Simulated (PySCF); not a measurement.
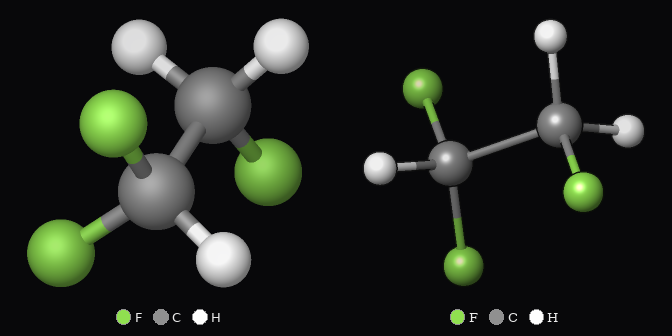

The same structure drawn twice, from different directions.

Count the atoms of each element.

C₂H₃F₃, 8 atoms: 2 carbon, 3 hydrogen and 3 fluorine.

Does it have rings?

It has no ring.

Give the symmetry (Schoenflies symbol).

C1.

More results for the same structure follow; atom numbers are the same in all pictures, views and colours differ. Computed geometry: PBE0-D3(BJ)/def2-SVP optimisation. No frequency run is at hand to confirm it as a minimum.

### Geometry

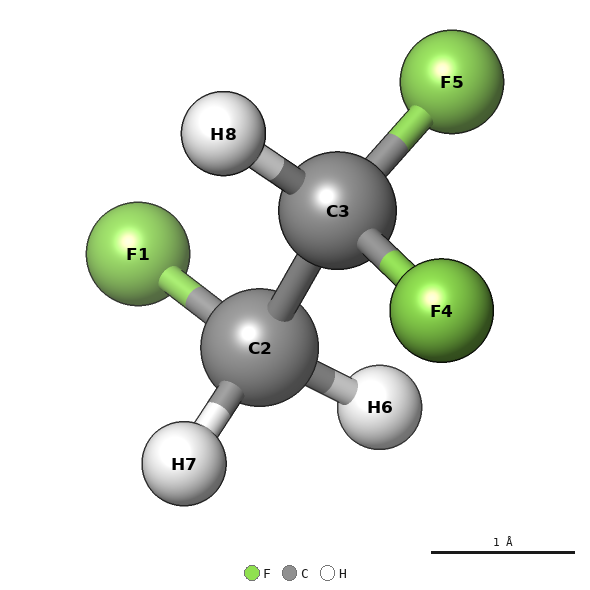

Atoms carry their numbers in the input. No frequency run is at hand to confirm it as a minimum.

List the bonds and their lengths.

```csv
bond,length (Å),order
F1–C2,1.363,single
C2–C3,1.510,single
C2–H6,1.103,single
C2–H7,1.102,single
C3–F4,1.350,single
C3–F5,1.347,single
C3–H8,1.105,single
```

### Levels of theory compared

No frequency run is at hand to confirm it as a minimum. Program: PySCF 2.14.0.

Tabulate HOMO energy (eV) at these levels: B97-2/pcSseg-2; BHandHLYP/pcSseg-2; CAM-B3LYP/pcSseg-2; LC-wPBE/pcSseg-2; PBE0/6-311+G(2d,p); PBE0/6-31G; PBE0/6-31G*; PBE0/STO-3G; PBE0/def2-SVP; PBE0/def2-TZVP; WP04/pcSseg-2; ωB97X-D/pcSseg-2.

| level | HOMO energy (eV) |
| --- | --- |
| B97-2/pcSseg-2 | −9.45 |
| BHandHLYP/pcSseg-2 | −11.50 |
| CAM-B3LYP/pcSseg-2 | −11.30 |
| LC-wPBE/pcSseg-2 | −12.56 |
| PBE0/6-311+G(2d,p) | −9.77 |
| PBE0/6-31G | −9.55 |
| PBE0/6-31G* | −9.22 |
| PBE0/STO-3G | −4.87 |
| PBE0/def2-SVP | −9.48 |
| PBE0/def2-TZVP | −9.66 |
| WP04/pcSseg-2 | −11.07 |
| ωB97X-D/pcSseg-2 | −11.67 |

### NMR shielding

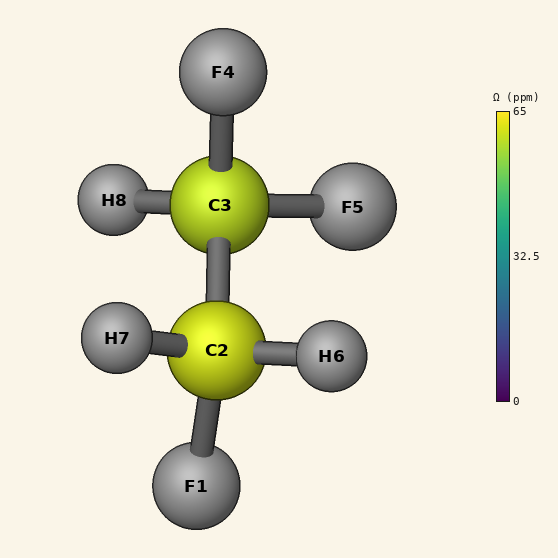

The C atoms are coloured by the span of their shielding tensor. No frequency run is at hand to confirm it as a minimum. Level of theory: GIAO PBE0/STO-3G NMR shielding, non-relativistic, gas phase (PySCF 2.14.0). Principal shieldings σ11 ≤ σ22 ≤ σ33, span Ω = σ33 − σ11, skew κ = 3(σiso − σ22)/Ω.

Give the shielding tensors of the C atoms.

```csv
atom,σ11,σ22,σ33,σiso,Ω,κ
C2,156.3,163.4,216.9,178.9,60.5,0.77
C3,119.5,158.8,178.3,152.2,58.8,−0.34
```

Shieldings and span in ppm.

### Charges

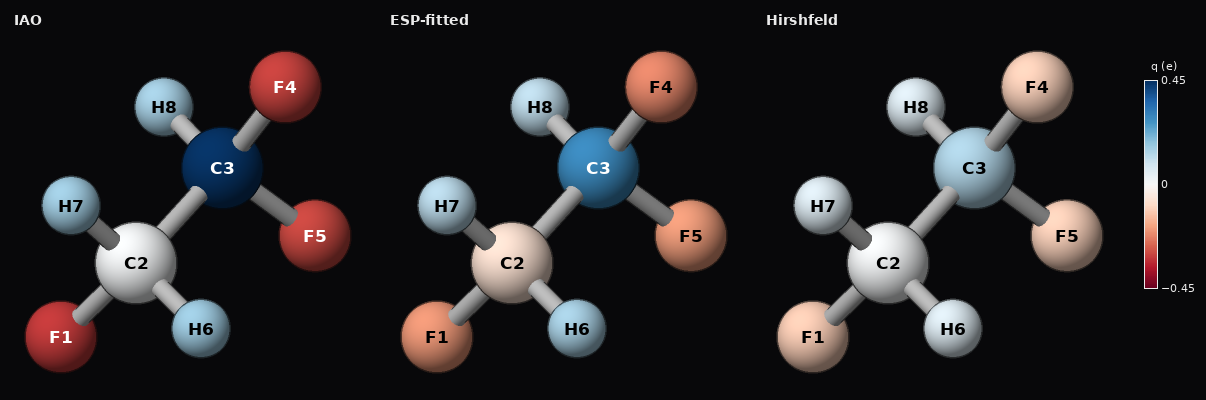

Atomic charges of one calculation by 3 schemes, on one colour scale. No frequency run is at hand to confirm it as a minimum. Computed with PBE0/6-311+G(2d,p) (PySCF 2.14.0).

Which scheme gives the most polar picture (largest mean size of the charges)?

The IAO charges are the largest in size here, and the Hirshfeld charges the smallest.

On which atom do the schemes disagree most?

On C3 (from 0.14 to 0.44 e).

List the charges (e), one line for each set of equivalent atoms.

```json
{"atom": "F1", "IAO": "−0.32", "ESP-fitted": "−0.20", "Hirshfeld": "−0.11"}
{"atom": "C2", "IAO": "0.01", "ESP-fitted": "−0.07", "Hirshfeld": "0.01"}
{"atom": "C3", "IAO": "0.44", "ESP-fitted": "0.29", "Hirshfeld": "0.14"}
{"atom": "F4", "IAO": "−0.31", "ESP-fitted": "−0.22", "Hirshfeld": "−0.10"}
{"atom": "F5", "IAO": "−0.30", "ESP-fitted": "−0.19", "Hirshfeld": "−0.10"}
{"atom": "H6", "IAO": "0.16", "ESP-fitted": "0.15", "Hirshfeld": "0.06"}
{"atom": "H7", "IAO": "0.16", "ESP-fitted": "0.12", "Hirshfeld": "0.06"}
{"atom": "H8", "IAO": "0.15", "ESP-fitted": "0.11", "Hirshfeld": "0.06"}
```
